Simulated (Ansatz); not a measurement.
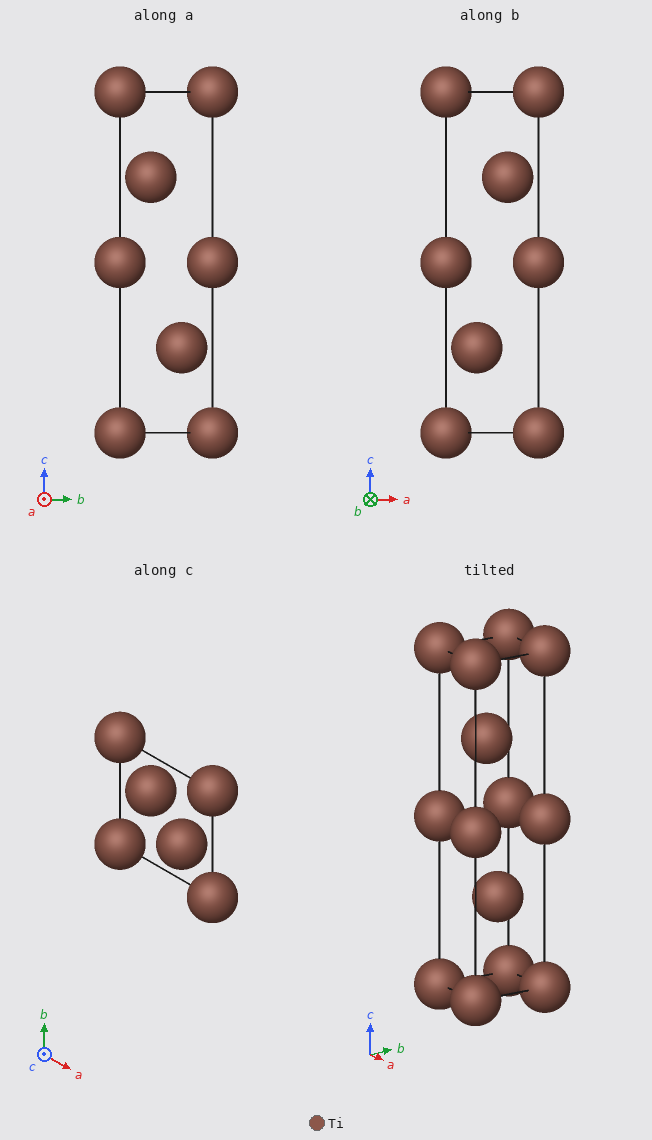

Structure drawing (spheres-only), viewed along the a axis, along the b axis, along the c axis and slightly off an axis. Lines trace the edges of the conventional unit cell.

Lattice parameters: a = 2.9310 Å, b = 2.9310 Å, c = 9.3589 Å, α = 90.000°, β = 90.000°, γ = 120.000°.

Question: Transcribe the picture into a CIF in P1 with every atom of the cell.

Answer:
```cif
data_structure
_symmetry_space_group_name_H-M 'P 1'
_symmetry_Int_Tables_number 1
_cell_length_a 2.9310
_cell_length_b 2.9310
_cell_length_c 9.3589
_cell_angle_alpha 90.000
_cell_angle_beta 90.000
_cell_angle_gamma 120.000
_cell_volume 69.63
loop_
_atom_site_label
_atom_site_type_symbol
_atom_site_fract_x
_atom_site_fract_y
_atom_site_fract_z
_atom_site_occupancy
Ti1 Ti 0.0000 0.0000 0.0000 1
Ti2 Ti 0.0000 0.0000 0.5000 1
Ti3 Ti 0.3333 0.6667 0.2500 1
Ti4 Ti 0.6667 0.3333 0.7500 1
```

Origin of the cell: a structure type filled with this element by a generator (whether the element takes this form wasn't checked). Earlier steps of the study may have refined or changed the cell and positions. Ansatz was used for an electronic-structure calculation on it.
